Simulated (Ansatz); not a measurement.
# GePH3 (singlet): from Hartree-Fock to the top rungs, cc-pVDZ

Aim: climb from Hartree-Fock through coupled cluster for GePH3 (singlet) at one geometry and basis, and see what each rung misses.

The runs use Ansatz 0.2.0, Gaussian basis; cc-pVDZ, core rule «outside noble gas», up to 19 orbitals frozen.

Plan: UHF; CCSD(T) on RHF; CCSD(T) on UHF; BCCD(T) on RHF; CISD; CCSDT(Q) on RHF; CCSDT(Q) on UHF.

22 further runs of the same task are left out: 5 that didn't finish, 17 set aside as unsound or not needed. Runs told in other sessions of the task aren't counted.

### 1 The geometry

The geometry is a PBE0/def2-TZVP stationary point (not a proven minimum) of the parent state, kept for this charge and spin. No spin-orbit coupling is included. The filled d shell of Ge may be among the frozen orbitals whatever the setting's name suggests.

5 atoms, charge 0, spin multiplicity 1.

Atoms are counted from 1 here; the program's logs count them from 0.

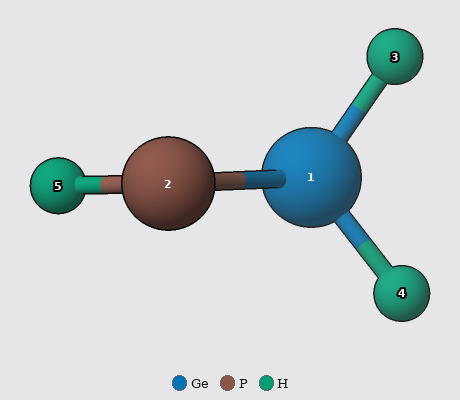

The geometry (germanium blue, phosphorus brown, hydrogen teal); atoms are numbered from 1 in the order of the file.

In the tables R marks a restricted determinant and U an unrestricted one; energies count from the table's Hartree-Fock row.

### 2 UHF

Contents of in.yaml:

```yaml
crystal:
  periodic: [false, false, false]
  atoms:
    - {symbol: Ge, position_ang: [-0.052048, 0.000000, 0.683893]}
    - {symbol: P, position_ang: [0.120362, 0.000000, -1.625284]}
    - {symbol: H, position_ang: [0.668361, -1.247634, 1.257545]}
    - {symbol: H, position_ang: [0.668346, 1.247644, 1.257544]}
    - {symbol: H, position_ang: [-1.284444, -0.000008, -1.857119]}
basis:
  gaussian: {orbitals: cc-pVDZ}
magnetization: {spin_polarized: true, initial_magnetization: 0}
hamiltonian: {xc: hf}
output: {orbitals: {seedname: orbitals}}
```

The run is started by

```
$ ansatz run in.yaml --threads 1 --pin off --events-out ev --progress --plain --max-ram 2393MiB
```

The program printed:

```text
Functional definition: HF
  name "HF"
  cite "Fock, Z. Phys. 61, 126 (1930) doi:10.1007/BF01340294"
  parent pbe
  exchange = exact_x
  correlation = 0
651 factors; integrals over basis functions are off by at most 9.7e-4 eV
mean field evaluation 1: about -65787.1618 eV, gradient 1.3e1 eV
mean field evaluation 2: about -65787.1647 eV, gradient 1.3e1 eV
mean field evaluation 4: about -65788.8443 eV, gradient 1.5e0 eV
mean field evaluation 8: about -65788.9067 eV, gradient 7.5e-3 eV
mean field evaluation 16: about -65788.9041 eV, gradient 7.5e-1 eV
mean field evaluation 32: about -65790.8861 eV, gradient 7.0e-5 eV
mean field evaluation 64: about -65778.0839 eV, gradient 1.0e1 eV
mean field -65790.88607897 eV, -2417.7704687379 hartree, gradient 6.9e-5 eV, S^2 1.021767; 5 other end points of the search recorded, 0 dependent functions left out
reference -65790.88607897 eV, -2417.7704687379 hartree; 25, 25 occupied and 35, 35 virtual orbitals, 651 factors
Total energy: -65790.88607897 eV, -2417.7704687379 hartree
```

Wall time 2.9 s (1 thread of Arm Neoverse V1, shared host).

From the report: ⟨S²⟩ of the determinant 1.022 (pure singlet: 0.00). The determinant of HF (⟨S²⟩ 1.02) is far from a pure spin state, so its energy mixes those of several spin states; that is harmless only where they are near-degenerate.

The unrestricted solution breaks the spin symmetry, so the restricted determinant is unstable here.

### 3 CCSD(T) on RHF

in.yaml, as its differences from that of step 2:

```diff
@@ -10,4 +10,3 @@
   gaussian: {orbitals: cc-pVDZ}
-magnetization: {spin_polarized: true, initial_magnetization: 0}
-hamiltonian: {xc: hf}
-output: {orbitals: {seedname: orbitals}}
+magnetization: {spin_polarized: false}
+correlation: {method: ccsd_t, electrons: outside_noble_gas}
```

Launched as before.

The program printed (excerpt; [...] marks lines left out):

```text
Functional definition: HF
  name "HF"
  cite "Fock, Z. Phys. 61, 126 (1930) doi:10.1007/BF01340294"
  parent pbe
[...]
651 factors; integrals over basis functions are off by at most 9.7e-4 eV
[...]
mean field -65788.90958472 eV, -2417.6978339138 hartree, gradient 1.0e-6 eV, S^2 0.000000; 8 other end points of the search recorded, 0 dependent functions left out; unrestricted orbitals would lower it
[...]
determinant -65788.90958472 eV, -2417.6978339138 hartree, with singles and doubles -65795.81529398 eV, -2417.9516140485 hartree
determinant -65788.90668539 eV, -2417.6977273654 hartree, with singles and doubles -65795.74667470 eV, -2417.9490923364 hartree
determinant -65787.33571395 eV, -2417.6399952299 hartree, with singles and doubles -65793.95843978 eV, -2417.8833759151 hartree
determinant -65788.90958472 eV, -2417.6978339138 hartree, with singles and doubles -65795.74801091 eV, -2417.9491414412 hartree
determinant -65788.90668539 eV, -2417.6977273654 hartree, with singles and doubles -65795.74742288 eV, -2417.9491198314 hartree
unrestricted determinant -65790.88607897 eV, -2417.7704687379 hartree, S^2 1.0218
19 core orbitals not correlated: weight in the atoms' cores, before any rotation towards them, 1.000 or more for the frozen orbitals, at most 0.000 for the correlated occupied ones
reference -65788.90668539 eV, -2417.6977273654 hartree; 6, 6 occupied and 35, 35 virtual orbitals, 651 factors
second order -5.74517287 eV of doubles, -0.00000000 eV of singles
cycle   1  -6.84073715 eV  change    3.4e-7 eV  update   1.5e-6
perturbative correction -0.28031185 eV, -0.0103012705 hartree
Total energy: -65796.02773439 eV, -2417.9594210895 hartree
```

Run time: 9 s. Hardware: 1 thread of Arm Neoverse V1, shared host.

From the report: correlation -7.1210 eV; T1 0.028; largest double amplitude 0.15.

### 4 CCSD(T) on UHF

in.yaml, as its differences from that of step 3:

```diff
@@ -10,3 +10,3 @@
   gaussian: {orbitals: cc-pVDZ}
-magnetization: {spin_polarized: false}
+magnetization: {spin_polarized: true, initial_magnetization: 0}
 correlation: {method: ccsd_t, electrons: outside_noble_gas}
```

Launched as before.

The program printed (excerpt; [...] marks lines left out):

```text
Functional definition: HF
  name "HF"
  cite "Fock, Z. Phys. 61, 126 (1930) doi:10.1007/BF01340294"
  parent pbe
[...]
651 factors; integrals over basis functions are off by at most 9.7e-4 eV
[...]
mean field -65790.88607897 eV, -2417.7704687379 hartree, gradient 9.5e-7 eV, S^2 1.021766; 11 other end points of the search recorded, 0 dependent functions left out
determinant -65790.88607897 eV, -2417.7704687379 hartree, with singles and doubles -65796.87849618 eV, -2417.9906860087 hartree
determinant -65789.19817731 eV, -2417.7084394960 hartree, with singles and doubles -65795.66203553 eV, -2417.9459819042 hartree
determinant -65788.90668539 eV, -2417.6977273654 hartree, with singles and doubles -65795.74679005 eV, -2417.9490965753 hartree
19 core orbitals not correlated: weight in the atoms' cores, before any rotation towards them, 0.999 or more for the frozen orbitals, at most 0.000 for the correlated occupied ones
reference -65790.88607897 eV, -2417.7704687379 hartree; 6, 6 occupied and 35, 35 virtual orbitals, 651 factors
second order -4.88433310 eV of doubles, -0.00000000 eV of singles
cycle   1  -5.99247159 eV  change   -5.4e-5 eV  update   9.2e-4
[...]
cycle   8  -5.99276170 eV  change    1.1e-5 eV  update   1.2e-5
perturbative correction -0.16656189 eV, -0.0061210366 hartree
Total energy: -65797.04540256 eV, -2417.9968197048 hartree
```

Wall time 13 s (1 thread of Arm Neoverse V1, shared host).

From the report: ⟨S²⟩ of the determinant 1.022 (pure singlet: 0.00); correlation -6.1593 eV; T1 0.015; largest double amplitude 0.04. The determinant of CCSD(T) (⟨S²⟩ 1.02) is far from a pure spin state, so its energy mixes those of several spin states; high orders of coupled cluster remove much of that, low ones don't.

### 5 BCCD(T) on RHF

in.yaml, as its differences from that of step 4:

```diff
@@ -10,3 +10,3 @@
   gaussian: {orbitals: cc-pVDZ}
-magnetization: {spin_polarized: true, initial_magnetization: 0}
-correlation: {method: ccsd_t, electrons: outside_noble_gas}
+magnetization: {spin_polarized: false}
+correlation: {method: bccd_t, electrons: outside_noble_gas}
```

Same command.

The program printed (excerpt; [...] marks lines left out):

```text
Functional definition: HF
  name "HF"
  cite "Fock, Z. Phys. 61, 126 (1930) doi:10.1007/BF01340294"
  parent pbe
[...]
651 factors; integrals over basis functions are off by at most 9.7e-4 eV
[...]
mean field -65788.90958472 eV, -2417.6978339138 hartree, gradient 1.0e-6 eV, S^2 0.000000; 8 other end points of the search recorded, 0 dependent functions left out; unrestricted orbitals would lower it
[...]
determinant -65788.90958472 eV, -2417.6978339138 hartree, with singles and doubles -65795.81529398 eV, -2417.9516140485 hartree
determinant -65788.90668539 eV, -2417.6977273654 hartree, with singles and doubles -65795.74667470 eV, -2417.9490923364 hartree
determinant -65787.33571395 eV, -2417.6399952299 hartree, with singles and doubles -65793.95843978 eV, -2417.8833759151 hartree
determinant -65788.90958472 eV, -2417.6978339138 hartree, with singles and doubles -65795.74801091 eV, -2417.9491414412 hartree
determinant -65788.90668539 eV, -2417.6977273654 hartree, with singles and doubles -65795.74742288 eV, -2417.9491198314 hartree
unrestricted determinant -65790.88607897 eV, -2417.7704687379 hartree, S^2 1.0218
19 core orbitals not correlated: weight in the atoms' cores, before any rotation towards them, 1.000 or more for the frozen orbitals, at most 0.000 for the correlated occupied ones
reference -65788.90668539 eV, -2417.6977273654 hartree; 6, 6 occupied and 35, 35 virtual orbitals, 651 factors
second order -5.74517287 eV of doubles, -0.00000000 eV of singles
cycle   1  -6.81489913 eV  change    2.6e-2 eV  update   1.7e-2
[...]
cycle   9  -6.81588697 eV  change    1.6e-6 eV  update   8.5e-6
perturbative correction -0.30296638 eV, -0.0111338092 hartree
Total energy: -65796.02553874 eV, -2417.9593404009 hartree
```

Wall time 9 s (1 thread of Arm Neoverse V1, shared host).

From the report: correlation -7.1189 eV; largest double amplitude 0.15.

### 6 CISD

in.yaml, as its differences from that of step 5:

```diff
@@ -10,3 +10,2 @@
   gaussian: {orbitals: cc-pVDZ}
-magnetization: {spin_polarized: false}
-correlation: {method: bccd_t, electrons: outside_noble_gas}
+correlation: {active_space: {ras: {orbitals: [6, 0, 35], electrons: 12, max_holes: 2, max_particles: 2}, fixed_orbitals: true}}
```

Same command.

The program printed:

```text
Functional definition: HF
  name "HF"
  cite "Fock, Z. Phys. 61, 126 (1930) doi:10.1007/BF01340294"
  parent pbe
  exchange = exact_x
  correlation = 0
651 factors; integrals over basis functions are off by at most 9.7e-4 eV
mean field evaluation 1: about -65787.1618 eV, gradient 1.8e1 eV
mean field evaluation 2: about -65787.1647 eV, gradient 1.8e1 eV
mean field evaluation 4: about -65788.8444 eV, gradient 2.1e0 eV
mean field evaluation 8: about -65788.9064 eV, gradient 1.2e-1 eV
mean field evaluation 16: about -65788.9067 eV, gradient 2.9e-4 eV
mean field evaluation 32: about -65788.9096 eV, gradient 1.0e-2 eV
mean field evaluation 64: about -65788.8976 eV, gradient 1.1e0 eV
mean field -65788.90958472 eV, -2417.6978339138 hartree, gradient 1.0e-6 eV, S^2 0.000000; 7 other end points of the search recorded, 0 dependent functions left out
reference -65788.90958472 eV, -2417.6978339138 hartree; 25, 25 occupied and 35, 35 virtual orbitals, 651 factors
state -65795.09933520 eV, -2417.9253030485 hartree
Total energy: -65795.09933520 eV, -2417.9253030485 hartree
```

It took 2.8 s on 1 thread of Arm Neoverse V1, shared host.

From the report: 62,371 determinants.

### 7 CCSDT(Q) on RHF

in.yaml, as its differences from that of step 6:

```diff
@@ -10,2 +10,3 @@
   gaussian: {orbitals: cc-pVDZ}
-correlation: {active_space: {ras: {orbitals: [6, 0, 35], electrons: 12, max_holes: 2, max_particles: 2}, fixed_orbitals: true}}
+magnetization: {spin_polarized: false}
+correlation: {method: ccsdt_q, electrons: outside_noble_gas}
```

Same command.

The program printed (excerpt; [...] marks lines left out):

```text
Functional definition: HF
  name "HF"
  cite "Fock, Z. Phys. 61, 126 (1930) doi:10.1007/BF01340294"
  parent pbe
[...]
1197 factors; integrals over basis functions are off by at most 1.9e-7 eV
[...]
mean field -65788.90970633 eV, -2417.6978383830 hartree, gradient 2.1e-6 eV, S^2 0.000000; 8 other end points of the search recorded, 0 dependent functions left out; unrestricted orbitals would lower it
[...]
determinant -65788.90970633 eV, -2417.6978383830 hartree, with singles and doubles -65795.81542309 eV, -2417.9516187930 hartree
determinant -65788.90680745 eV, -2417.6977318510 hartree, with singles and doubles -65795.74680943 eV, -2417.9490972877 hartree
determinant -65787.33585034 eV, -2417.6400002422 hartree, with singles and doubles -65793.95858778 eV, -2417.8833813541 hartree
determinant -65788.90970633 eV, -2417.6978383830 hartree, with singles and doubles -65795.74814525 eV, -2417.9491463780 hartree
determinant -65788.90680745 eV, -2417.6977318510 hartree, with singles and doubles -65795.74756249 eV, -2417.9491249619 hartree
[...]
unrestricted determinant -65790.88620689 eV, -2417.7704734388 hartree, S^2 1.0218
19 core orbitals not correlated: weight in the atoms' cores, before any rotation towards them, 1.000 or more for the frozen orbitals, at most 0.000 for the correlated occupied ones
reference -65788.90680745 eV, -2417.6977318510 hartree; 6, 6 occupied and 35, 35 virtual orbitals, 1197 factors
second order -5.74522558 eV of doubles, -0.00000000 eV of singles
cycle   1  -6.44844877 eV  change   -7.0e-1 eV  update   1.1e-1
[...]
cycle  21  -7.16346617 eV  change   -1.3e-6 eV  update   7.4e-7
perturbative correction -0.02678663 eV, -0.0009843904 hartree
WARN: in the space of 8 natural orbitals, full CI finds another state of this spin 0.145 eV below this run's state, or below the method's energy where it doesn't find this run's state
Total energy: -65796.09706024 eV, -2417.9619687675 hartree
```

Run time: 23 s. Hardware: 1 thread of Arm Neoverse V1, shared host; peak memory 0.25 GiB.

From the report: correlation -7.1903 eV; T1 0.032; largest double amplitude 0.19. The report marks this result as in doubt.

### 8 CCSDT(Q) on UHF

in.yaml, as its differences from that of step 7:

```diff
@@ -10,3 +10,3 @@
   gaussian: {orbitals: cc-pVDZ}
-magnetization: {spin_polarized: false}
+magnetization: {spin_polarized: true, initial_magnetization: 0}
 correlation: {method: ccsdt_q, electrons: outside_noble_gas}
```

Launched as before.

The program printed (excerpt; [...] marks lines left out):

```text
Functional definition: HF
  name "HF"
  cite "Fock, Z. Phys. 61, 126 (1930) doi:10.1007/BF01340294"
  parent pbe
[...]
1197 factors; integrals over basis functions are off by at most 1.9e-7 eV
[...]
mean field -65790.88620689 eV, -2417.7704734389 hartree, gradient 1.8e-6 eV, S^2 1.021766; 11 other end points of the search recorded, 0 dependent functions left out
determinant -65790.88620689 eV, -2417.7704734389 hartree, with singles and doubles -65796.87862980 eV, -2417.9906909190 hartree
determinant -65789.19830566 eV, -2417.7084442126 hartree, with singles and doubles -65795.66216758 eV, -2417.9459867571 hartree
determinant -65788.90680745 eV, -2417.6977318510 hartree, with singles and doubles -65795.74692470 eV, -2417.9491015238 hartree
19 core orbitals not correlated: weight in the atoms' cores, before any rotation towards them, 0.999 or more for the frozen orbitals, at most 0.000 for the correlated occupied ones
reference -65790.88620689 eV, -2417.7704734389 hartree; 6, 6 occupied and 35, 35 virtual orbitals, 1197 factors
second order -4.88437286 eV of doubles, -0.00000000 eV of singles
cycle   1  -5.67540940 eV  change   -7.9e-1 eV  update   8.0e-2
[...]
cycle  25  -6.20716575 eV  change    1.2e-6 eV  update   1.0e-6
perturbative correction -0.01729635 eV, -0.0006356293 hartree
WARN: the results are in doubt because among natural orbitals the method converges to other amplitudes
Total energy: -65797.11066899 eV, -2417.9992182020 hartree
In doubt: among natural orbitals the method converges to other amplitudes
```

It took 56 s on 1 thread of Arm Neoverse V1, shared host; peak memory 0.52 GiB.

From the report: ⟨S²⟩ of the determinant 1.022 (pure singlet: 0.00); correlation -6.2245 eV; T1 0.017; largest double amplitude 0.23. The determinant of CCSDT(Q) (⟨S²⟩ 1.02) is far from a pure spin state, so its energy mixes those of several spin states; high orders of coupled cluster remove much of that, low ones don't. Mind the lines of doubt at the end of the log.

### 9 The ladder

No level here is safe as a reference; RCCSDT(Q) serves as a yardstick only. Rows without a time are mean-field rows or come out of runs for another level: lower rungs of the coupled-cluster runs, or the Hartree-Fock search.

Differences are taken before rounding.

```csv
method,energy from the lowest RHF (kJ/mol),from RCCSDT(Q) (kJ/mol),time
RHF,0.0,+693.5,
UHF,-190.7,+502.8,
RMP2,-554.0,+139.4,
UMP2,-662.0,+31.5,
CISD,-597.2,+96.3,2.8 s
RCCSD,-659.8,+33.7,
UCCSD,-768.9,-75.4,
RCCSD(T),-686.8,+6.7,9 s
UCCSD(T),-785.0,-91.5,13 s
BCCD(T),-686.6,+6.9,9 s
RCCSDT,-690.9,+2.6,
UCCSDT,-789.6,-96.1,
RCCSDT(Q),-693.5,0,23 s
UCCSDT(Q),-791.3,-97.8,56 s
```

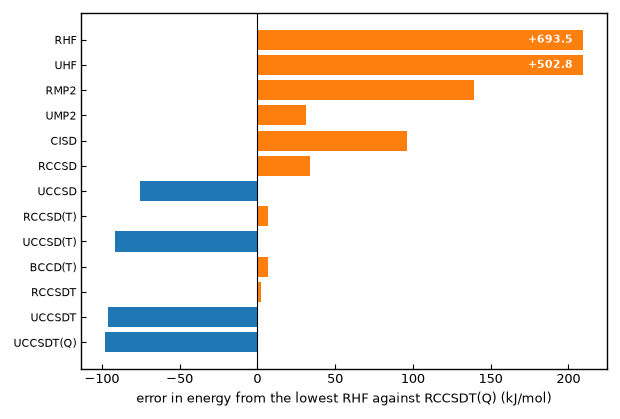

Error of each method against RCCSDT(Q). Bars with a number in them are cut short.

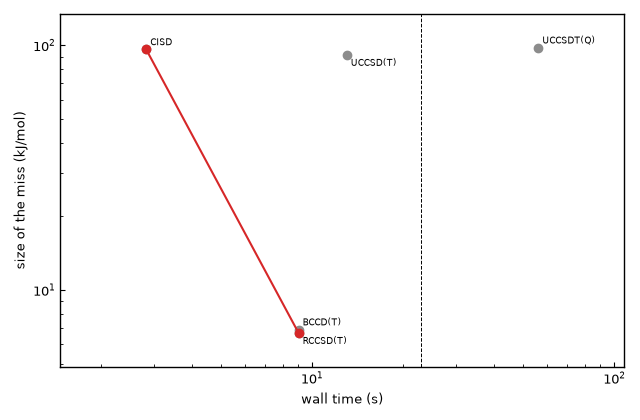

Miss against cost. Red marks the levels that no quicker level drawn beats (of those quicker than the yardstick), and the dashed line is the time of RCCSDT(Q). Times are from a shared host.

The program flags RCCSDT(Q), UCCSDT(Q) as in doubt (see the logs), so the zero of the table is itself unsure.

### 10 Outcome

```
                     quantity          value
RCCSDT(Q) from the RHF energy     -7.1875 eV
          RMP2 from RCCSDT(Q)  +139.4 kJ/mol
          UMP2 from RCCSDT(Q)   +31.5 kJ/mol
         RCCSD from RCCSDT(Q)   +33.7 kJ/mol
      RCCSD(T) from RCCSDT(Q)    +6.7 kJ/mol
      UCCSD(T) from RCCSDT(Q)   -91.5 kJ/mol
     UCCSDT(Q) from RCCSDT(Q)   -97.8 kJ/mol
                T1 diagnostic          0.028
```

**Reading.** RCCSD(T) lands +6.7 kJ/mol from the yardstick (1.0 % of the correlation energy). CCSD(T) misses by +6.7 kJ/mol on the restricted determinant and by -91.5 kJ/mol on the unrestricted one; the two need not hold the same state or core. Warnings: restricted reference is unstable; spin contamination; large T1 diagnostic.

The restricted and unrestricted ladders end 1.01 eV apart at CCSDT(Q), which points to two states or an unsound top rung; rows of one don't measure the error of the other.

The record of RCCSDT(Q) warns that a lower state exists, so misses against it don't rank the levels where they reach that state.
